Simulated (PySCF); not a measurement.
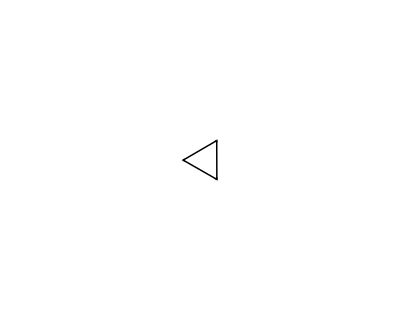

**Transcribe the drawing into SMILES.**

C1CC1

**What is the molecular formula?**

C3H6.

**An optimisation with GFN2-xTB gave a structure of which point group?**

D3h.

More results for the same structure follow; atom numbers are the same in all pictures, views and colours differ. The computed structure is the end point of a GFN2-xTB optimisation. No frequency run is at hand to confirm it as a minimum.

**NMR shielding**

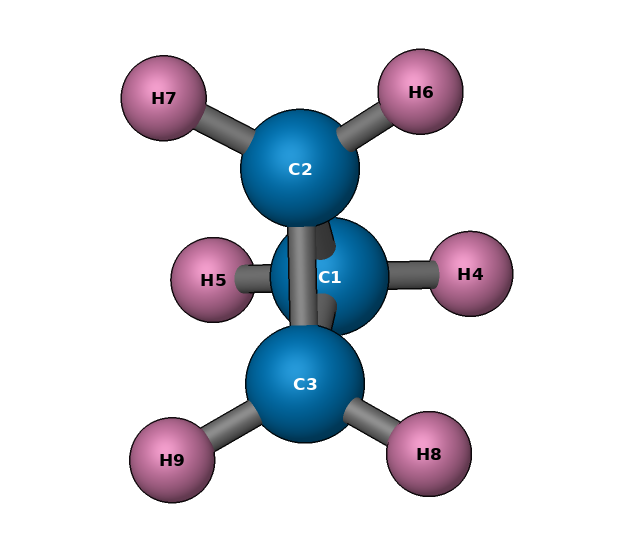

No frequency run is at hand to confirm it as a minimum. Properties computed with GIAO PBE0/pcSseg-1 NMR shielding, non-relativistic, gas phase (PySCF 2.14.0). Principal shieldings σ11 ≤ σ22 ≤ σ33, span Ω = σ33 − σ11, skew κ = 3(σiso − σ22)/Ω.

Give the shielding tensors of the C atoms.

| atom | σ11 | σ22 | σ33 | σiso | Ω | κ |
| --- | --- | --- | --- | --- | --- | --- |
| C1, C2, C3 | 161.4 | 178.7 | 224.5 | 188.2 | 63.1 | 0.45 |

Shieldings and span in ppm.

**Electronic properties**

No frequency run is at hand to confirm it as a minimum. Level of theory: PBE0/pcSseg-1, gas phase (PySCF 2.14.0).

Predict the main results.

- HOMO energy (Kohn–Sham orbital): −8.44 eV
- LUMO energy (Kohn–Sham orbital): 1.82 eV
- HOMO–LUMO gap: 10.26 eV

**Ring current**

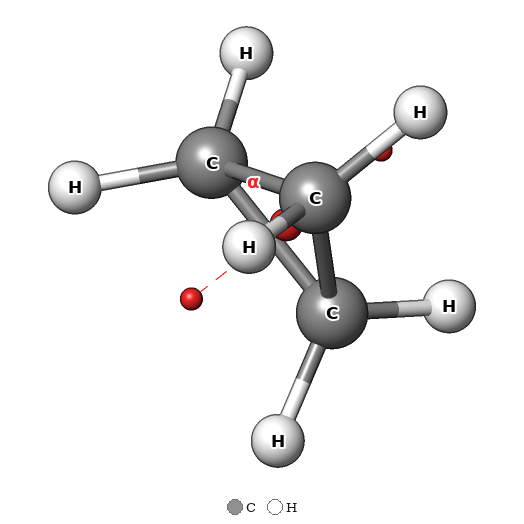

The small points mark where nucleus-independent chemical shifts (NICS) were computed: at the centre of each lettered ring and 1 Å above and below it. No frequency run is at hand to confirm it as a minimum. Level of theory: GIAO PBE0/pcSseg-1 NMR shielding, non-relativistic, gas phase (PySCF 2.14.0).

Give NICS(0), NICS(1) and the out-of-plane component NICS(1)zz for each ring (means of the two sides).

| ring | members | NICS(0) | NICS(1) | NICS(1)zz |
| --- | --- | --- | --- | --- |
| α | C3 | −44.1 | −8.5 | −23.7 |

Values in ppm.
